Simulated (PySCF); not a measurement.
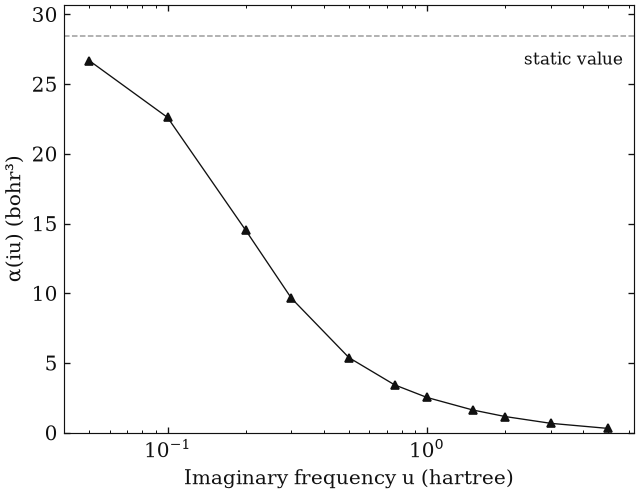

Dipole polarisability at imaginary frequency of V²⁺ ([Ar] 3d² 4s). Coupled response at the PBE0 level; PySCF, def2-TZVPPD, non-relativistic, unrestricted single determinants, no spin-orbit coupling.

Describe the response.

Answer. The static dipole polarisability is 28.4 bohr³; α(iu) falls to half of it near u = 0.21 hartree. The Casimir–Polder integral gives C₆ = 133 hartree bohr⁶ for two such species.
